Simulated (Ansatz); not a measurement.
Consider CH3OSn (SMILES [CH3][Sn-]=[O]) (charge −1).

Input

```
crystal:
  periodic: [false, false, false]
  atoms:
    - {symbol: C, position_ang: [1.232217, -0.956917, 0.344523]}
    - {symbol: O, position_ang: [-1.161123, 0.921487, -0.852017]}
    - {symbol: Sn, position_ang: [0.626311, 1.209321, -0.190668]}
    - {symbol: H, position_ang: [2.055071, -1.313438, -0.302910]}
    - {symbol: H, position_ang: [0.351847, -1.602549, 0.190894]}
    - {symbol: H, position_ang: [1.572027, -1.046983, 1.393106]}
basis:
  gaussian:
    orbitals: def2-TZVPD
total_charge: -1
hamiltonian:
  xc: pbe0
output: {forces: true, orbitals: {seedname: orbitals}}
```

Launched as:

```sh
ansatz run input.yaml --threads 1 --pin off --max-ram 2610MiB --events-out events.jsonl --progress --plain --runs-dir runs
```

Geometry: B3LYP-D3(BJ)/def2-SVPD; core potentials replace the inner electrons of Sn.

The calculation used isolated molecule in a Gaussian basis; Kohn-Sham density functional theory, functional PBE0 in Ansatz.

Q: What can the converged electron density and electron localisation function tell about the bonding?

A: Sn–O (1.93 Å): the density is about 0.91 e/Å³ at the midpoint; the ELF peaks at about 0.80 in the valence shell of O, 0.6 Å from its nucleus, and drops to about 0.15 between the two atoms.
C–Sn (2.31 Å): the density is about 0.52 e/Å³ at the midpoint; the ELF peaks at about 0.95 in the valence shell of C, 0.7 Å from its nucleus, and drops to about 0.20 between the two atoms.
C–H (1.10 Å): the density is about 1.9 e/Å³ at the midpoint; the ELF climbs to about 1 towards the hydrogen, as it does in any bond to H; a covalent bond by its length.

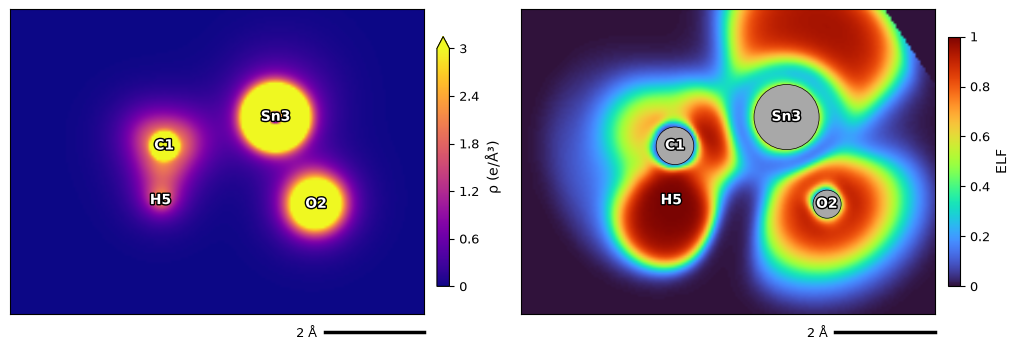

Computed electron density and electron localisation function on the plane of atoms C1, Sn3 and O2, in this order. Grey discs cover the atomic cores in the ELF map. 
